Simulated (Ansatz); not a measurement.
**Cs2HgSe2O6: a short molecular-dynamics run**

Aim: set Cs2HgSe2O6 (an element-swapped structure, 11 atoms, not relaxed) in motion for 20 steps of 0.5 fs under a Langevin thermostat and barostat at 300 K and 0 GPa, and see how temperature, energy and positions respond.

Program: Ansatz 0.2.0. Level of theory: DFT PBE, plane waves, PAW, scalar-relativistic, no spin polarisation. These are calculated values, not measurements.

## Step 1: Starting point

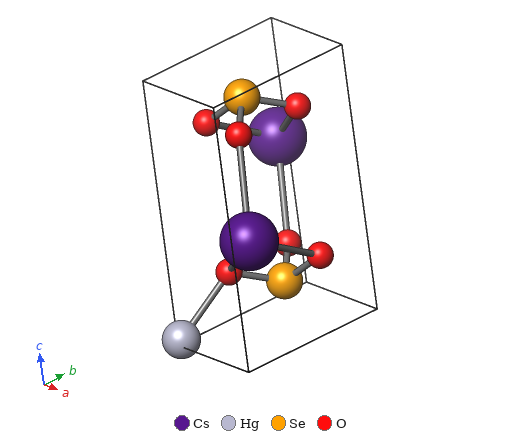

Start, viewed slightly off an axis; caesium purple, mercury light grey, selenium orange, oxygen red. Each atom of the cell is drawn once.

As a file:

```
Cs Hg Se O
1.0
     5.92130    0.00000    0.00000
    -2.96065    5.12800    0.00000
    -2.96065    1.70933    7.04778
Cs Hg Se O
2 1 2 6
Direct
  0.80169 0.19831 0.40497
  0.19831 0.80169 0.59503
  0.00000 0.00000 0.00000
  0.63057 0.36943 0.89161
  0.36943 0.63057 0.10839
  0.74897 0.25103 0.78901
  0.74897 0.70893 0.78901
  0.29107 0.25103 0.78901
  0.25103 0.74897 0.21099
  0.70893 0.74897 0.21099
  0.25103 0.29107 0.21099
```

## Step 2: Molecular dynamics

input.yaml

```yaml
crystal:
  lattice:
    - [5.92130462, 1.51e-06, -6.0e-08]
    - [-2.960651, 5.12800098, -6.0e-08]
    - [-2.96065194, 1.70933336, 7.047777]
  atoms:
    - { symbol: Cs, position: [0.80169, 0.19831, 0.40497] }
    - { symbol: Cs, position: [0.19831, 0.80169, 0.59503] }
    - { symbol: Hg, position: [0.0, 0.0, 0.0] }
    - { symbol: Se, position: [0.63057, 0.36943, 0.89161] }
    - { symbol: Se, position: [0.36943, 0.63057, 0.10839] }
    - { symbol: O, position: [0.74897, 0.25103, 0.78901] }
    - { symbol: O, position: [0.74897, 0.70893, 0.78901] }
    - { symbol: O, position: [0.29107, 0.25103, 0.78901] }
    - { symbol: O, position: [0.25103, 0.74897, 0.21099] }
    - { symbol: O, position: [0.70893, 0.74897, 0.21099] }
    - { symbol: O, position: [0.25103, 0.29107, 0.21099] }
kpoints:
  mp_grid: { grid: [3, 3, 2] }
magnetization:
  spin_polarized: false
scf:
  occupations: { method: fermi_dirac, width: 0.1 }
  mixing: { preconditioner: local_kerker }
hamiltonian:
  pseudopotentials: { kind: paw }
  xc: pbe
basis:
  ecutwfc: 420
md:
  timestep: 0.5
  n_steps: 20
  ensemble: npt_langevin
  temperature: 300.0
  initial_velocities: maxwell_boltzmann
  seed: 958908
  pressure: 0.0
```

Launch:

```console
$ ansatz run input.yaml --threads 2 --pin off --max-ram 2560MiB --backend cpu --events-out ev --progress --plain --runs-dir out
```

The log of the run, cut to the lines that bear on the results:

```text
Warning: md: disabling space-group detection — thermal motion breaks the input geometry's symmetry, so no spatial operation reduces the k-mesh or symmetrises the density; time reversal is kept, so that k and −k are solved as one point where they differ and the mesh holds both, and exact [...]
Warning: RAYON_NUM_THREADS=2 ignored (pool sized by the plan → 2); use --threads N
[...]
Pseudopotentials: kind: paw
Pseudopotential: Cs, paw, valence charge 9, recommended cutoff 420 eV (normal), Cs.paw.azcp
Pseudopotential: Hg, paw, valence charge 20, recommended cutoff 420 eV (normal), Hg.paw.azcp
Pseudopotential: Se, paw, valence charge 16, recommended cutoff 420 eV (normal), Se.paw.azcp
Pseudopotential: O, paw, valence charge 6, recommended cutoff 420 eV (normal), O.paw.azcp
Functional definition: PBE
[...]
Crystal: 11 atoms, lattice volume = 214.002 Å³
Basis set: ecut = 420 eV (smoothed over ±3.0 %; plane waves to 437.0 eV, density to 1747.9 eV), 4471 PW (Γ), exchange–correlation on 90×90×108 points (8 copies of the dense FFT grid, shifted against one another)
Bands: 64, of which v1, the nominal top of the filled ones, is band 53 counted from 1 (52 counted from 0)
Symmetry: 1 space group operations
k-points: 10 of 18 (time reversal used)
[...]
SCF iter   1: F=—  HF=-39494.751916 eV  |F-HF|=—  |Δ(HF+E_count)|=         —  Δρ=1.50e-3  dr2=2.04e-3  ethr=1.77e-3  ⟨swp⟩=7.1  Hψ=2832  notcnv=0  defer=2
[...]
md step     0: t =     0.00 fs  T =   272.7 K  F+E_penalty+E_count = -39494.75594207 eV  E_kin = 0.387780 eV  conserved = -39494.50688351 eV  P_inst = 2.5775 GPa  V = 214.0019 Å³  selection 1  (8 SCF iters)
[...]
md step     6: t =     3.00 fs  T =   252.1 K  F+E_penalty+E_count = -39494.74961562 eV  E_kin = 0.358491 eV  conserved = -39494.50687634 eV  P_inst = 2.6188 GPa  V = 214.4190 Å³  selection 1  (4 SCF iters)
[...]
md step     7: t =     3.50 fs  T =   246.9 K  F+E_penalty+E_count = -39494.74877517 eV  E_kin = 0.351126 eV  conserved = -39494.50687501 eV  P_inst = 2.5874 GPa  V = 214.5829 Å³  selection 1  (4 SCF iters)
[...]
SCF iter   1: F=—  HF=-39494.748332 eV  |F-HF|=—  |Δ(HF+E_count)|=         —  Δρ=2.82e-5  dr2=6.31e-7  ethr=1.33e-8  ⟨swp⟩=4.0  Hψ=1556  notcnv=0  defer=22
[...]
```

## Step 3: More of the same log

The log, continued, cut to the lines that bear on the results:

```text
SCF iter   2: F=—  HF=-39494.748312 eV  |F-HF|=—  |Δ(HF+E_count)|=   2.04e-5  Δρ=1.35e-5  dr2=1.63e-7  ethr=5.95e-10  ⟨swp⟩=2.1  Hψ=925  notcnv=0  defer=22
[...]
md step     8: t =     4.00 fs  T =   239.7 K  F+E_penalty+E_count = -39494.74831171 eV  E_kin = 0.340842 eV  conserved = -39494.50686981 eV  P_inst = 2.5408 GPa  V = 214.7740 Å³  selection 1  (4 SCF iters)
[...]
md step    11: t =     5.50 fs  T =   237.5 K  F+E_penalty+E_count = -39494.74673420 eV  E_kin = 0.337692 eV  conserved = -39494.50687367 eV  P_inst = 2.3859 GPa  V = 215.4244 Å³  selection 1  (4 SCF iters)
[...]
md step    14: t =     7.00 fs  T =   222.1 K  F+E_penalty+E_count = -39494.74641200 eV  E_kin = 0.315787 eV  conserved = -39494.50686563 eV  P_inst = 2.1435 GPa  V = 216.2729 Å³  selection 1  (4 SCF iters)
[...]
  atom   4  Se     0.85271499     0.12432039     0.43037285
  atom   5  Se     0.58109167    -0.13907614    -0.26855883
  atom   6  O     -0.62698749     0.52489735    -0.22407140
  atom   7  O     -0.04082748    -0.93158025    -0.47046414
  atom   8  O      0.00305788     0.20446517    -0.64516997
[...]
--- Stress (GPa, compression-positive) ---
        1.416956       0.080367       0.079352
        0.080367       0.863400       0.109527
        0.079352       0.109527       1.702410
  P = ⅓ Tr σ = 1.3276 GPa (13.276 kbar)
--- MD trajectory: 20 steps, t = 0.0 → 10.0 fs ---
  final state: T = 221.2 K   F+E_penalty+E_count = -39494.74970247 eV   E_kin = 0.314501 eV
  conserved energy: peak-to-peak 2.220e-5 eV (2.018e-6 eV/atom) over 10.0 fs
  cell: V = 218.4580 Å³ at the end; means of 21 rows, the approach among them: V = 215.5663 Å³, P_inst = 2.2962 GPa
  mean static stress (GPa): xx 2.1520  yy 1.7686  zz 2.4550  yz 0.0898  xz 0.0982  xy 0.0942
  the result is of one more SCF, on plane waves selected at the last cell: its energy does not rank with the rows'
```

It took 1.7 min on 2 threads of Arm Neoverse V2, shared host; peak memory 0.64 GiB.

## Step 4: The trajectory

The trajectory, every 2 steps (energies from step 0); msd is the mean square displacement from the start, the centre of mass held:

```
time (fs)  T (K)  potential energy change (meV/atom)  conserved energy change (meV/atom)  volume (Å³/atom)  pressure (GPa)  msd O (Å²)  msd Se (Å²)  msd Hg (Å²)  msd Cs (Å²)
      0.0    273                                 0.0                                0.00             19.45             2.6       0.000        0.000        0.000        0.000
      1.0    269                                 0.2                                0.00             19.46             2.6       0.000        0.000        0.000        0.000
      2.0    265                                 0.4                                0.00             19.47             2.6       0.000        0.000        0.000        0.000
      3.0    252                                 0.6                                0.00             19.49             2.6       0.000        0.000        0.000        0.000
      4.0    240                                 0.7                                0.00             19.52             2.5       0.001        0.000        0.000        0.000
      5.0    243                                 0.8                                0.00             19.56             2.4       0.001        0.000        0.000        0.000
      6.0    250                                 0.8                                0.00             19.61             2.3       0.001        0.001        0.000        0.000
      7.0    222                                 0.9                                0.00             19.66             2.1       0.002        0.001        0.000        0.000
      8.0    199                                 0.9                                0.00             19.72             1.9       0.002        0.001        0.000        0.000
      9.0    211                                 0.8                                0.00             19.79             1.7       0.002        0.001        0.000        0.000
     10.0    221                                 0.6                                0.00             19.86             1.5       0.003        0.002        0.000        0.000
```

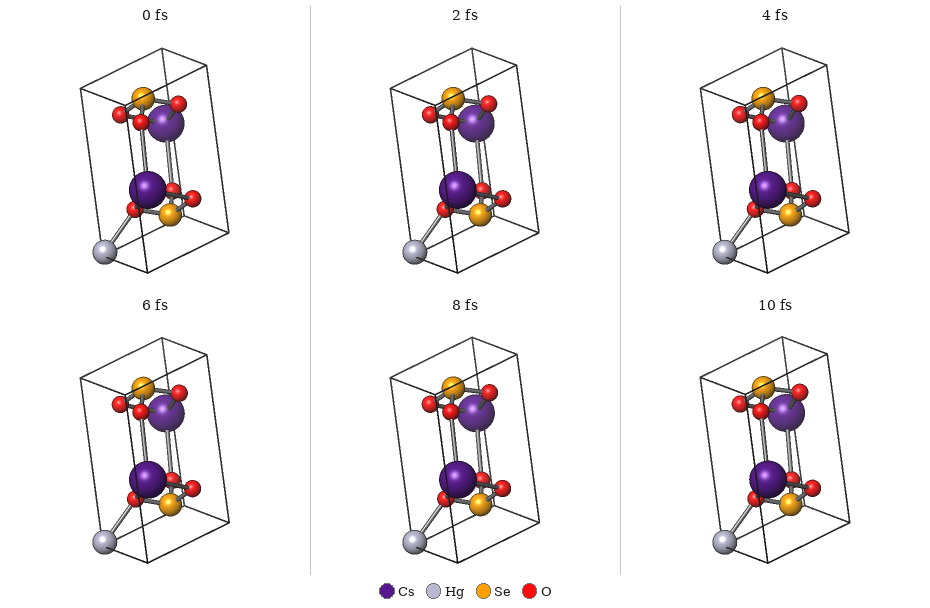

Six frames of the run, seen slightly off an axis. Each atom of the cell is drawn once. Atoms are followed across the cell's faces. Sticks are the contacts of the first frame, kept unless stretched by 40 %.

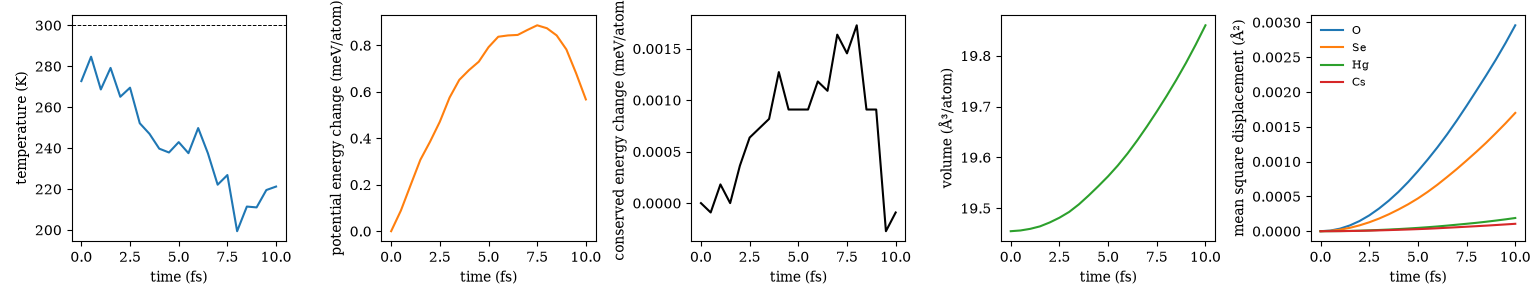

Time series of the run, each on its own scale. The dashed line is the set temperature.

## Step 5: Positions and forces

Extended XYZ, with forces in eV/Å:

```xyz
11
Lattice="5.922 0.000 0.000 -2.961 5.128 0.000 -2.961 1.709 7.048" Properties=species:S:1:pos:R:3:forces:R:3 pbc="T T T" time_fs=1.0 T=269 dE=0.0022
Cs    2.962    1.710    2.855   -0.002   -0.002   -0.103
Cs   -2.961    5.129    4.193   -0.003    0.001    0.096
Hg    0.001   -0.001    0.000   -0.014    0.019    0.051
Se   -0.005    3.420    6.281    0.113    0.043    0.399
Se    0.000    3.420    0.765    0.000   -0.028   -0.340
O     1.353    2.635    5.563   -0.217    0.144   -0.454
O    -0.003    4.993    5.565   -0.010   -0.302   -0.475
O    -1.356    2.633    5.563    0.135    0.108   -0.514
O    -1.354    4.196    1.493    0.134   -0.058    0.447
O     1.356    4.198    1.487   -0.139   -0.064    0.461
O     0.002    1.856    1.489    0.002    0.138    0.433
11
Lattice="5.924 0.000 0.000 -2.962 5.130 0.000 -2.962 1.710 7.051" Properties=species:S:1:pos:R:3:forces:R:3 pbc="T T T" time_fs=2.5 T=270 dE=0.0052
Cs    2.965    1.711    2.856   -0.005   -0.005   -0.114
Cs   -2.961    5.130    4.193   -0.007    0.002    0.095
Hg    0.003   -0.002    0.000   -0.044    0.045    0.127
Se   -0.013    3.424    6.279    0.301    0.104    0.504
Se    0.000    3.421    0.767    0.035   -0.055   -0.382
O     1.349    2.634    5.567   -0.274    0.204   -0.447
O    -0.006    5.006    5.573   -0.024   -0.432   -0.508
O    -1.357    2.630    5.568    0.057    0.105   -0.608
O    -1.351    4.187    1.501    0.040    0.025    0.453
O     1.357    4.194    1.488   -0.081   -0.003    0.464
O     0.007    1.861    1.492    0.003    0.009    0.414
11
Lattice="5.928 0.000 0.000 -2.964 5.134 0.000 -2.964 1.711 7.056" Properties=species:S:1:pos:R:3:forces:R:3 pbc="T T T" time_fs=4.0 T=240 dE=0.0076
Cs    2.969    1.712    2.859   -0.008   -0.008   -0.123
Cs   -2.962    5.134    4.195   -0.011    0.003    0.096
Hg    0.005   -0.004    0.000   -0.077    0.066    0.196
Se   -0.020    3.428    6.280    0.470    0.163    0.572
Se   -0.001    3.424    0.769    0.140   -0.062   -0.399
O     1.346    2.635    5.572   -0.338    0.267   -0.429
O    -0.012    5.020    5.580   -0.032   -0.562   -0.523
O    -1.359    2.628    5.574   -0.008    0.102   -0.677
O    -1.347    4.180    1.510   -0.063    0.108    0.466
O     1.360    4.192    1.491   -0.069    0.034    0.431
O     0.013    1.867    1.496   -0.002   -0.113    0.391
11
Lattice="5.932 0.000 0.000 -2.966 5.137 0.000 -2.966 1.712 7.061" Properties=species:S:1:pos:R:3:forces:R:3 pbc="T T T" time_fs=5.0 T=243 dE=0.0087
Cs    2.972    1.713    2.861   -0.010   -0.009   -0.129
Cs   -2.963    5.137    4.197   -0.015    0.004    0.096
Hg    0.006   -0.005    0.000   -0.100    0.076    0.236
Se   -0.025    3.432    6.282    0.560    0.203    0.583
Se   -0.002    3.426    0.770    0.221   -0.065   -0.405
O     1.343    2.635    5.576   -0.381    0.310   -0.410
O    -0.015    5.030    5.585   -0.034   -0.652   -0.517
O    -1.361    2.628    5.578   -0.032    0.105   -0.702
O    -1.345    4.176    1.516   -0.135    0.164    0.475
O     1.362    4.190    1.494   -0.066    0.057    0.401
O     0.017    1.872    1.498   -0.007   -0.193    0.374
11
Lattice="5.937 0.000 0.000 -2.968 5.141 0.000 -2.968 1.714 7.066" Properties=species:S:1:pos:R:3:forces:R:3 pbc="T T T" time_fs=6.0 T=250 dE=0.0093
Cs    2.975    1.714    2.864   -0.012   -0.009   -0.134
Cs   -2.964    5.140    4.199   -0.019    0.005    0.097
Hg    0.008   -0.006    0.000   -0.123    0.088    0.270
Se   -0.030    3.435    6.284    0.652    0.219    0.582
Se   -0.002    3.429    0.772    0.305   -0.063   -0.408
O     1.342    2.635    5.580   -0.433    0.356   -0.380
O    -0.019    5.039    5.591   -0.034   -0.725   -0.513
O    -1.363    2.629    5.582   -0.054    0.108   -0.717
O    -1.342    4.174    1.522   -0.207    0.217    0.481
O     1.364    4.189    1.498   -0.063    0.080    0.366
O     0.020    1.877    1.501   -0.013   -0.276    0.356
11
Lattice="5.945 0.000 0.000 -2.973 5.149 0.000 -2.973 1.716 7.076" Properties=species:S:1:pos:R:3:forces:R:3 pbc="T T T" time_fs=7.5 T=227 dE=0.0098
Cs    2.981    1.716    2.868   -0.014   -0.009   -0.142
Cs   -2.967    5.147    4.204   -0.024    0.006    0.098
Hg    0.010   -0.007    0.000   -0.153    0.109    0.320
Se   -0.036    3.442    6.290    0.759    0.195    0.554
Se   -0.002    3.434    0.775    0.407   -0.088   -0.381
O     1.340    2.637    5.588   -0.516    0.427   -0.327
O    -0.025    5.053    5.602   -0.036   -0.814   -0.510
O    -1.367    2.630    5.588   -0.050    0.135   -0.713
O    -1.337    4.172    1.532   -0.297    0.284    0.478
O     1.368    4.188    1.503   -0.054    0.115    0.311
O     0.026    1.884    1.506   -0.024   -0.359    0.312
11
Lattice="5.955 0.000 0.000 -2.977 5.157 0.000 -2.977 1.719 7.088" Properties=species:S:1:pos:R:3:forces:R:3 pbc="T T T" time_fs=9.0 T=211 dE=0.0086
Cs    2.989    1.718    2.873   -0.016   -0.010   -0.148
Cs   -2.970    5.155    4.209   -0.027    0.007    0.099
Hg    0.013   -0.009    0.000   -0.179    0.127    0.360
Se   -0.042    3.450    6.297    0.831    0.158    0.497
Se   -0.002    3.440    0.778    0.505   -0.120   -0.330
O     1.338    2.640    5.598   -0.587    0.489   -0.270
O    -0.029    5.067    5.612   -0.038   -0.887   -0.493
O    -1.372    2.632    5.594   -0.028    0.170   -0.685
O    -1.333    4.172    1.542   -0.372    0.341    0.466
O     1.373    4.187    1.510   -0.055    0.143    0.248
O     0.031    1.890    1.511   -0.033   -0.418    0.256
11
Lattice="5.962 0.000 0.000 -2.981 5.163 0.000 -2.981 1.721 7.096" Properties=species:S:1:pos:R:3:forces:R:3 pbc="T T T" time_fs=10.0 T=221 dE=0.0062
Cs    2.994    1.720    2.877   -0.018   -0.010   -0.151
Cs   -2.973    5.162    4.214   -0.029    0.008    0.099
Hg    0.015   -0.010    0.000   -0.197    0.137    0.379
Se   -0.046    3.456    6.304    0.853    0.124    0.430
Se   -0.002    3.443    0.780    0.581   -0.139   -0.269
O     1.335    2.643    5.604   -0.627    0.525   -0.224
O    -0.032    5.076    5.619   -0.041   -0.931   -0.470
O    -1.375    2.634    5.599    0.003    0.204   -0.645
O    -1.331    4.172    1.549   -0.409    0.370    0.451
O     1.376    4.187    1.516   -0.073    0.153    0.190
O     0.034    1.894    1.516   -0.042   -0.441    0.209
```

## Step 6: Results

| quantity | value |
| --- | --- |
| length | 20 steps of 0.5 fs |
| temperature, first and last step | 273 and 221 K |
| temperature, second half | mean 225 K, from 199 to 250 K |
| potential energy, second half | +1 meV/atom from the start |
| largest change of the conserved energy | 0.00 meV/atom |
| volume, first and last step | 19.45 and 19.86 Å³/atom |
| mean square displacement, second half | O 0.002, Se 0.001, Hg 0.000, Cs 0.000 Å² |

**Reading.** Against a set 300 K the second half averages 225 K, going from 243 to 221 K over that half. The conserved energy strays from its start by at most 0.00 meV/atom, under 0.1 % of the mean kinetic energy, so a step of 0.5 fs is short enough over this time. No atom gets farther than 0.08 Å from its start, with the drift of the whole removed, against a typical distance of 1.7 Å between sites at the start. The volume changes by +2.1 % from first to last step, and is still moving at the end, so it is no equilibrium value. Settings off the usual here: scf.mixing.preconditioner. A run of 10 fs with 11 atoms shows the motion but fixes no equilibrium value.
